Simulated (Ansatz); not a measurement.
# How well the gap of Cs2HgSe2 (Pbam) can be computed, part 3 of 4

Wanted: the gap of Cs2HgSe2 (Pbam) by functionals, hybrids and G0W0, carried to the basis limit, with what remains uncertain.

Ansatz 0.2.0; density functionals, hybrids, G0W0, plane waves, PAW. Known limits of the many-body steps: not at the basis limit; no spin-orbit coupling; coarse k mesh.

So far. Step 11 (G0W0, 2×2×4 mesh, 420 empty bands, screening to 60 eV …): Against the run with 2×2×4 mesh, 148 empty bands, screening to 30 eV, PAW set soft_1 files, the gap moves by +0.09 eV.

In doubt: masses and optical values from hybrid runs of this build are listed as unsure (step 14), which bears on the screening that GW takes from such a start.

## 12. G0W0, 2×2×4 mesh, 904 empty bands, screening to 100 eV, PAW set soft_1 files

Level of this step: G0W0 on PBE, plane waves, PAW; PAW set soft_1 (Ansatz).

File input.yaml:

```yaml
crystal:
  lattice:
    - [8.1849, 0.0, 0.0]
    - [0.0, 10.3302, 0.0]
    - [0.0, 0.0, 4.7112]
  atoms:
    - { symbol: Cs, position: [0.39222, 0.83311, 0.5] }
    - { symbol: Cs, position: [0.60778, 0.16689, 0.5] }
    - { symbol: Cs, position: [0.89222, 0.66689, 0.5] }
    - { symbol: Cs, position: [0.10778, 0.33311, 0.5] }
    - { symbol: Hg, position: [0.5, 0.5, 0.0] }
    - { symbol: Hg, position: [0.0, 0.0, 0.0] }
    - { symbol: Se, position: [0.23025, 0.59445, 0.0] }
    - { symbol: Se, position: [0.76975, 0.40555, 0.0] }
    - { symbol: Se, position: [0.73025, 0.90555, 0.0] }
    - { symbol: Se, position: [0.26975, 0.09445, 0.0] }
kpoints:
  mp_grid: { grid: [2, 2, 4] }
hamiltonian:
  xc: pbe
  pseudopotentials: { kind: paw, azcp: { folder: soft_1 } }
scf:
  occupations: { method: fixed }
gw:
  n_empty_bands: 904
  ecut_chi: 100.0
  qp_bands: [v3, c3]
  qp_kpoints: band_edges
  screening: { model: contour_deformation }
```

Started as:

```
$ ansatz run input.yaml --threads 2 --pin off --max-ram 92160MiB --backend cuda --events-out ev --progress --plain --runs-dir out --devices 1 --max-vram 13GiB
```

Numbers of over 12 decimals in the logs are rounded to 6 here.

Output:

```text
GPUs: using 1 of 1 available (devices: 1).
[...]
GPU FFT provider: cuFFT
GPU libraries: cuBLAS 13.8.2, cuFFT 12.4.0, cuSOLVER 12.3.4
Crystal: 10 atoms, lattice volume = 398.340 Å³
Basis set: ecut = 420 eV, 7743 PW (Γ)
Bands: 84, of which v1, the nominal top of the filled ones, is band 70 counted from 1 (69 counted from 0)
Symmetry: 8 space group operations
[...]
k-points: 12 of 16
[...]
GPU buffer pool allocated for 138240 grid points (all kernels)
[...]
SCF iter   1: F=—  HF=-72205.750035 eV  |F-HF|=—  |Δ(HF+E_count)|=         —  Δρ=4.04e-2  dr2=1.64e1  ethr=3.10e-3  ⟨swp⟩=4.7  Hψ=3071  notcnv=0  defer=118
[...]
SCF iter  10: F=-72199.938719 eV  HF=-72199.938719 eV  |F-HF|=1.47e-8  |Δ(HF+E_count)|=   3.09e-7  Δρ=1.38e-6  dr2=1.56e-8  ethr=7.14e-11  ⟨swp⟩=14.5  Hψ=4899  notcnv=0
SCF 1 converged in 10 iterations: F = -72199.938719 eV  dr2 = 1.56e-8
[...]
G₀W₀ screening: q 1/12
[... further progress lines ...]
SCF converged after 10 iterations
Free energy (F): -72199.938719 eV
[...]
Internal energy: -72199.938719 eV  (E = F + TS)
E sigma→0 (E₀):  -72199.938719 eV
Fermi energy:    5.173163 eV
[...]
--- Band table (eV; the first three rows and the last of 12) ---
  k-point 0: bands = [... 66 lower, 4.8315, 4.9859, 5.1111, 5.1461, 7.1768, 8.0338, 8.2945, 8.8750, ... 10 higher]
  k-point 1: bands = [... 66 lower, 4.6053, 4.7043, 4.8464, 4.8545, 7.5854, 8.0473, 8.1582, 8.8896, ... 10 higher]
  k-point 2: bands = [... 66 lower, 4.4693, 4.5926, 4.6310, 4.8666, 7.9747, 8.0084, 8.0294, 8.1734, ... 10 higher]
  k-point 11: bands = [... 66 lower, 4.4959, 4.4959, 5.0727, 5.0727, 7.5731, 7.5731, 8.3470, 8.3470, ... 10 higher]
[...]
0    68      4.9859   -17.5731     2.0677   -14.5485  0.7513     4.0058     4.0290  root
     0    69      5.1111   -17.4270     2.0244   -14.4541  0.7522     4.1406     4.1626  root
     0    70      5.1461   -17.5869     2.0315   -14.6060  0.7526     4.1749     4.1967  root
     0    71      7.1768    -9.4146    -2.9602   -12.8669  0.8034     7.6720     7.6689  root
     0    72      8.0338    -5.1090    -3.1520    -8.5557  0.8094     8.3298     8.3285  root
     0    73      8.2945   -10.6045    -3.2914   -14.5849  0.7861     8.9919     8.9835  root
     1    68      4.7043   -17.0712     2.1201   -13.9830  0.7469     3.7097     3.7362  root
     1    69      4.8464   -17.2206     2.0825   -14.1659  0.7506     3.8489     3.8742  root
     1    70      4.8545   -17.2376     2.0655   -14.2029  0.7512     3.8604     3.8853  root
     1    71      7.5854    -9.8664    -3.0186   -13.4341  0.7961     8.1388     8.1346  root
     1    72      8.0473    -8.2845    -3.2178   -12.0397  0.7974     8.5893     8.5846  root
     1    73      8.1582    -5.5259    -3.1147    -8.9439  0.8067     8.4628     8.4614  root
     2    68      4.5926   -17.0251     2.1590   -13.8755  0.7472     3.5729     3.6020  root
     2    69      4.6310   -17.2095     2.1604   -14.0548  0.7484     3.6079     3.6366  root
     2    70      4.8666   -17.5213     2.0947   -14.4618  0.7509     3.8773     3.9019  root
     2    71      7.9747    -5.4958    -3.0668    -8.8583  0.8055     8.2718     8.2705  root
     2    72      8.0084    -5.7380    -3.0645    -9.0987  0.8053     8.3060     8.3046  root
     2    73      8.0294   -10.5445    -3.2660   -14.5060  0.7899     8.7328     8.7250  root
     3    68      4.6592   -17.0673     2.0878   -14.0113  0.7484     3.6646     3.6911  root
     3    69      5.1372   -17.4906     2.0161   -14.5273  0.7528     4.1683     4.1900  root
     3    70      5.1372   -17.4906     2.0161   -14.5273  0.7528     4.1683     4.1900  root
     3    71      7.6489    -9.2970    -3.0356   -12.8424  0.7971     8.1622     8.1585  root
     3    72      7.6489    -9.2970    -3.0356   -12.8424  0.7971     8.1622     8.1585  root
     3    73      8.6311    -6.4476    -3.3159   -10.1906  0.7979     9.0616     9.0582  root
[...]
10    72      8.1123    -8.9732    -3.1535   -12.6734  0.7937     8.6640     8.6591  root
    10    73      8.3867    -5.4220    -3.2340    -8.9913  0.8050     8.7238     8.7220  root
    11    68      4.4959   -16.9381     2.1692   -13.7738  0.7462     3.4701     3.5007  root
    11    69      5.0727   -17.5896     2.0290   -14.6114  0.7527     4.1013     4.1236  root
    11    70      5.0727   -17.5896     2.0290   -14.6114  0.7527     4.1013     4.1236  root
    11    71      7.5731    -5.0437    -3.0349    -8.3459  0.8119     7.8415     7.8405  root
    11    72      7.5731    -5.0437    -3.0349    -8.3459  0.8119     7.8415     7.8405  root
    11    73      8.3470   -10.3413    -3.3543   -14.4101  0.7874     9.0708     9.0615  root
```

Wall time 1.8 min (1 × NVIDIA H100 80GB HBM3 (shared by 6 runs) with 2 threads of AMD EPYC 7R13 (Zen 3), shared host); peak memory 4.5 GiB; 3.1 min of CPU time.

This step gave:

```
bands summed                                 : 974
RPA ε∞ on this mesh (eigenvalues)            : 3.318, 3.607, 4.579
plane waves in the screening matrix          : 923
q-points in the mesh                         : 16
G0W0 gap on the mesh                         : 3.437 eV
k of the valence top                         : -0.5, 0, 0
k of the conduction bottom                   : 0, 0, 0
starting gap on the mesh                     : 2.004 eV
Z at the valence top                         : 0.7535
Z at the conduction bottom                   : 0.8034
least direct G0W0 gap on the computed points : 3.472 eV
```

Against the run with 2×2×4 mesh, 420 empty bands, screening to 60 eV, PAW set soft_1 files, the gap moves by +0.08 eV.

Limits: finite bands, cutoff and mesh; no spin-orbit coupling; coarse k mesh. v1 is the top filled band, c1 the lowest empty one. The levels before and after the correction (eV, zero at the valence-band top of each column):

```
           conduction bottom  valence top
Kohn-Sham               2.00         0.00
     G0W0               3.44         0.00
```

```
                      level  occupation  energy (eV)
Kohn-Sham              Γ v3           2       -0.187
Kohn-Sham              Γ v2           2       -0.062
Kohn-Sham              Γ v1           2       -0.027
Kohn-Sham              Γ c1           0        2.004
Kohn-Sham              Γ c2           0        2.861
Kohn-Sham              Γ c3           0        3.121
Kohn-Sham     (-0.5 0 0) v3           2       -0.098
Kohn-Sham  (-0.5 0 0) v2-v1           2        0.000
Kohn-Sham  (-0.5 0 0) c1-c2           0        2.590
Kohn-Sham     (-0.5 0 0) c3           0        3.361
     G0W0              Γ v3           2       -0.203
     G0W0              Γ v2           2       -0.069
     G0W0              Γ v1           2       -0.035
     G0W0              Γ c1           0        3.437
     G0W0              Γ c2           0        4.096
     G0W0              Γ c3           0        4.751
     G0W0     (-0.5 0 0) v3           2       -0.096
     G0W0  (-0.5 0 0) v2-v1           2        0.000
     G0W0  (-0.5 0 0) c1-c2           0        3.969
     G0W0     (-0.5 0 0) c3           0        4.814
```

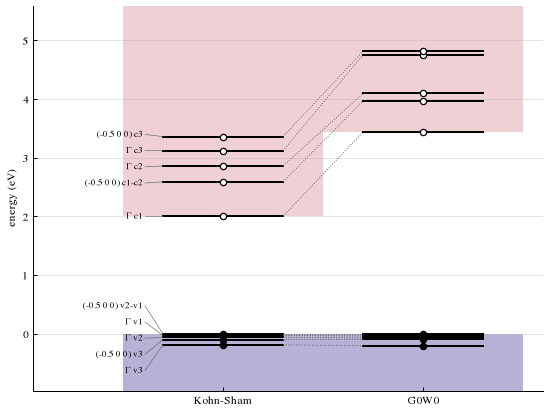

Levels before and after the correction. Shaded: valence and conduction bands. Filled marks are occupied levels, open marks empty ones.

How the two edges are built up, in eV (the quasiparticle level is the starting level plus Σx plus Σc less Vxc):

```
      run               edge  start      Σx     Σc     Vxc     Z    QP
218 bands        valence top   5.17  -17.60   2.57  -14.66  0.77  4.80
218 bands  conduction bottom   7.18   -9.41  -2.56  -12.87  0.81  8.06
490 bands        valence top   5.17  -17.60   2.25  -14.66  0.76  4.48
490 bands  conduction bottom   7.18   -9.41  -2.79  -12.87  0.81  7.84
974 bands        valence top   5.17  -17.60   2.01  -14.66  0.75  4.23
974 bands  conduction bottom   7.18   -9.41  -2.96  -12.87  0.80  7.67
```

## 13. G0W0@PBE, 2×2×2 mesh, 420 empty bands, screening to 60 eV, PAW set soft_1 files

A second mesh at equal bands and cutoff isolates the sampling error. Bands and cutoff differ from the step before, so it is read against an earlier run that matches them.

Edit input.yaml of step 12 so:

```diff
@@ -17,3 +17,3 @@
 kpoints:
-  mp_grid: { grid: [2, 2, 4] }
+  mp_grid: { grid: [2, 2, 2] }
 hamiltonian:
@@ -24,4 +24,4 @@
 gw:
-  n_empty_bands: 904
-  ecut_chi: 100.0
+  n_empty_bands: 420
+  ecut_chi: 60
   qp_bands: [v3, c3]
```

Output:

```text
GPUs: using 1 of 1 available (devices: 1).
[...]
GPU FFT provider: cuFFT
GPU libraries: cuBLAS 13.8.2, cuFFT 12.4.0, cuSOLVER 12.3.4
Crystal: 10 atoms, lattice volume = 398.340 Å³
Basis set: ecut = 420 eV, 7743 PW (Γ)
Bands: 84, of which v1, the nominal top of the filled ones, is band 70 counted from 1 (69 counted from 0)
Symmetry: 8 space group operations
[...]
k-points: 8
[...]
1    69      4.6477   -17.1496     2.3403   -14.0435  0.7494     3.8647     3.8820  root
[...]
7    70      5.0915   -17.5694     2.2755   -14.6044  0.7534     4.3904     4.4021  root
     7    71      7.5756    -5.0034    -2.9674    -8.3406  0.8082     7.9477     7.9455  root
     7    72      7.5756    -5.0034    -2.9674    -8.3406  0.8082     7.9477     7.9455  root
     7    73      8.3619   -10.3770    -3.1101   -14.3978  0.7883     9.2896     9.2726  root
[key lines of the parts left out:]
SCF converged after 10 iterations
Free energy (F): -72199.821821 eV
Fermi energy:    5.189591 eV
```

It took 35 s on 1 × NVIDIA H100 80GB HBM3 (shared by 6 runs) with 2 threads; peak memory 2.1 GiB; 43 s of CPU time.

This step gave:

* bands summed: 490
* RPA ε∞ on this mesh (eigenvalues): 3.640, 3.682, 4.660
* plane waves in the screening matrix: 415
* G0W0 gap on the mesh: 3.342 eV
* k of the valence top: -0.5, 0, 0
* k of the conduction bottom: 0, 0, 0
* starting gap on the mesh: 1.999 eV
* least direct G0W0 gap on the computed points: 3.379 eV

Against the run with 2×2×4 mesh, 420 empty bands, screening to 60 eV, PAW set soft_1 files, the gap moves by −0.016 eV.

## 14. G0W0@HSE06, 2×2×4 mesh, 420 empty bands, screening to 60 eV, PAW set soft_1 files

One-shot GW remembers its start. Another functional's orbitals and levels show by how much.

This step: G0W0 on HSE06, plane waves, PAW; PAW set soft_1.

Edit input.yaml of step 13 so:

```diff
@@ -17,5 +17,5 @@
 kpoints:
-  mp_grid: { grid: [2, 2, 2] }
+  mp_grid: { grid: [2, 2, 4] }
 hamiltonian:
-  xc: pbe
+  xc: hse06
   pseudopotentials: { kind: paw, azcp: { folder: soft_1 } }
```

Output:

```text
GPUs: using 1 of 1 available (devices: 1).
[...]
GPU FFT provider: cuFFT
GPU libraries: cuBLAS 13.8.2, cuFFT 12.4.0, cuSOLVER 12.3.4
Crystal: 10 atoms, lattice volume = 398.340 Å³
Basis set: ecut = 420 eV, 7743 PW (Γ)
Bands: 84, of which v1, the nominal top of the filled ones, is band 70 counted from 1 (69 counted from 0)
Symmetry: 8 space group operations
[...]
k-points: 12 of 16
[...]
1    68      4.0582   -17.0870     2.0754   -14.6693  0.7846     3.7140     3.7160  root
     1    69      4.2066   -17.2236     2.0507   -14.8335  0.7872     3.8654     3.8673  root
[...]
11    70      4.4488   -17.5526     2.0219   -15.2197  0.7891     4.1363     4.1377  root
    11    71      7.7476    -4.7720    -2.7952    -7.9115  0.8385     8.0932     8.0920  root
    11    72      7.7476    -4.7720    -2.7952    -7.9115  0.8385     8.0932     8.0920  root
    11    73      8.7527    -9.7859    -2.9763   -13.5725  0.8207     9.5710     9.5631  root
[key lines of the parts left out:]
Free energy (F): -72232.609236 eV
Fermi energy:    4.559137 eV
```

It took 3 min on 1 × NVIDIA H100 80GB HBM3 (shared by 6 runs) with 2 threads; peak memory 3.4 GiB.

This step gave:

```
bands summed                                 : 490
RPA ε∞ on this mesh (eigenvalues)            : 2.885, 3.103, 3.870
plane waves in the screening matrix          : 415
G0W0 gap on the mesh                         : 3.781 eV
k of the valence top                         : -0.5, 0, 0
k of the conduction bottom                   : 0, 0, 0
starting gap on the mesh                     : 2.888 eV
least direct G0W0 gap on the computed points : 3.823 eV
```

Against the run with 2×2×4 mesh, 420 empty bands, screening to 60 eV, PAW set soft_1 files on PBE, the gap moves by +0.42 eV, while the start moved by +0.88 eV.

## 15. G0W0@PBE, 2×2×4 mesh, 420 empty bands, screening to 60 eV, plasmon pole, PAW set soft_1 files

A plasmon pole stands in for the full frequency dependence of the screening; this run shows what that costs in accuracy.

This step: G0W0 on PBE, plane waves, PAW; PAW set soft_1.

Edit input.yaml of step 14 so:

```diff
@@ -19,3 +19,3 @@
 hamiltonian:
-  xc: hse06
+  xc: pbe
   pseudopotentials: { kind: paw, azcp: { folder: soft_1 } }
@@ -28,2 +28,2 @@
   qp_kpoints: band_edges
-  screening: { model: contour_deformation }
+  screening: { model: godby_needs }
```

Output:

```text
GPUs: using 1 of 1 available (devices: 1).
[...]
GPU FFT provider: cuFFT
GPU libraries: cuBLAS 13.8.2, cuFFT 12.4.0, cuSOLVER 12.3.4
Crystal: 10 atoms, lattice volume = 398.340 Å³
Basis set: ecut = 420 eV, 7743 PW (Γ)
Bands: 84, of which v1, the nominal top of the filled ones, is band 70 counted from 1 (69 counted from 0)
Symmetry: 8 space group operations
[...]
k-points: 12 of 16
[...]
1    69      4.8464   -17.2206     2.2581   -14.1659  0.7897     4.0454     4.0499  root
[...]
11    70      5.0727   -17.5896     2.2294   -14.6114  0.7894     4.3195     4.3239  root
    11    71      7.5731    -5.0437    -2.9309    -8.3459  0.8359     7.9452     7.9444  root
    11    72      7.5731    -5.0437    -2.9309    -8.3459  0.8359     7.9452     7.9444  root
    11    73      8.3470   -10.3413    -3.0814   -14.4101  0.8163     9.3424     9.3344  root
[key lines of the parts left out:]
SCF converged after 10 iterations
Free energy (F): -72199.938719 eV
Fermi energy:    5.173163 eV
```

Wall time 70 s (1 × NVIDIA H100 80GB HBM3 (shared by 6 runs) with 2 threads); peak memory 2.6 GiB.

Numbers from this step:

```yaml
bands_summed: 490
plasmon_pole_fit_frequency: 22.01 eV
rpa_eps_infinity_on_this_mesh_eigenvalues: 3.324, 3.614, 4.599
plane_waves_in_the_screening_matrix: 415
g0w0_gap_on_the_mesh: 3.398 eV
k_of_the_valence_top: -0.5, 0, 0
k_of_the_conduction_bottom: 0, 0, 0
starting_gap_on_the_mesh: 2.004 eV
least_direct_g0w0_gap_on_the_computed_points: 3.439 eV
```

Against the run with 2×2×4 mesh, 420 empty bands, screening to 60 eV, PAW set soft_1 files, the gap moves by +0.04 eV.

## 16. G0W0@PBE, 2×2×4 mesh, 420 empty bands, screening to 60 eV, hard PAW files

Other atomic data (hard PAW) test the pseudisation: the cutoff goes from 420 to 690 eV, with the same valence electrons.

This step: G0W0 on PBE, plane waves, PAW.

Edit input.yaml of step 15 so:

```diff
@@ -20,3 +20,3 @@
   xc: pbe
-  pseudopotentials: { kind: paw, azcp: { folder: soft_1 } }
+  pseudopotentials: { kind: paw, source: ansatz }
 scf:
@@ -28,2 +28,2 @@
   qp_kpoints: band_edges
-  screening: { model: godby_needs }
+  screening: { model: contour_deformation }
```

Output:

```text
GPUs: using 1 of 1 available (devices: 1).
[...]
GPU FFT provider: cuFFT
GPU libraries: cuBLAS 13.8.2, cuFFT 12.4.0, cuSOLVER 12.3.4
Crystal: 10 atoms, lattice volume = 398.340 Å³
Basis set: ecut = 690 eV, 16379 PW (Γ)
Bands: 84, of which v1, the nominal top of the filled ones, is band 70 counted from 1 (69 counted from 0)
Symmetry: 8 space group operations
[...]
k-points: 12 of 16
[...]
1    69      5.1329   -17.2133     2.3073   -14.1586  0.7535     4.3715     4.3857  root
[...]
11    70      5.3593   -17.5826     2.2668   -14.6042  0.7559     4.6359     4.6477  root
    11    71      7.8585    -5.0381    -2.9167    -8.3404  0.8127     8.2463     8.2442  root
    11    72      7.8585    -5.0381    -2.9167    -8.3404  0.8127     8.2463     8.2442  root
    11    73      8.6351   -10.3337    -3.1317   -14.3993  0.7901     9.5860     9.5689  root
[key lines of the parts left out:]
SCF converged after 10 iterations
Free energy (F): -72364.583536 eV
Fermi energy:    5.459772 eV
```

Run time: 89 s. Hardware: 1 × NVIDIA H100 80GB HBM3 (shared by 6 runs) with 2 threads; peak memory 3.6 GiB; 2.3 min of CPU time.

This step gave:

```
bands summed                                 : 490
RPA ε∞ on this mesh (eigenvalues)            : 3.325, 3.614, 4.599
plane waves in the screening matrix          : 415
G0W0 gap on the mesh                         : 3.357 eV
k of the valence top                         : -0.5, 0, 0
k of the conduction bottom                   : 0, 0, 0
starting gap on the mesh                     : 2.005 eV
least direct G0W0 gap on the computed points : 3.395 eV
```

Against the run with 2×2×4 mesh, 420 empty bands, screening to 60 eV, PAW set soft_1 files, the gap moves by −0.001 eV.

(Continued in part 4 of 4.)

[Paths, hosts, dates, memory and timing lines, banners, echoed tables and standing remarks are left out of the program output.]

[Logs are printed without paths, hosts, clocks, repeated set-up lines and the standing remarks that a program may print on its own settings, such as how far it seeks lower states.]

[Runs of the session that timed out or met a known fault of the program may be left out.]

[Cells called generated may have been cut or substituted from an entry of the Crystallography Open Database or the Materials Project.]

[Hosts, paths, dates, database ids (printed as entryN), source tags and the programs' standing remarks are cut or masked in the printed files.]
